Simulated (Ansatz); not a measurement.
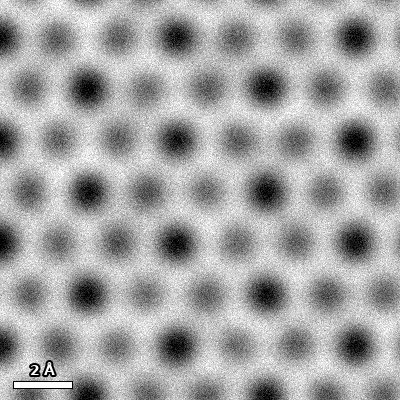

HRTEM-like image of Er (P6_3/mmc, No. 194) along [001]. Simulated in the weak-phase-object approximation with neutral-atom potentials: 80 kV, Cs = 40 µm, defocus −155 Å (negative is underfocus), defocus spread 8 Å, aperture 0.65 1/Å. Shot noise and the speckle of an amorphous layer were added. Structure: a calculation's starting geometry; the starting structure was generated, so it need not be a known form of this composition.

**Do the atom columns appear dark or bright, and why?**

Dark. With positive Cs and underfocus sin χ is negative over the pass band, so the strongest columns (Er) come out darker than the background.

**What point resolution do these settings give, and which lattice spacings pass?**

About 1.5 Å (0.66 |Cs|^(1/4) λ^(3/4) with λ = 0.0418 Å). The spacings that carry visible contrast are {100} at 3.12 Å, {110} at 1.80 Å, {200} at 1.56 Å.
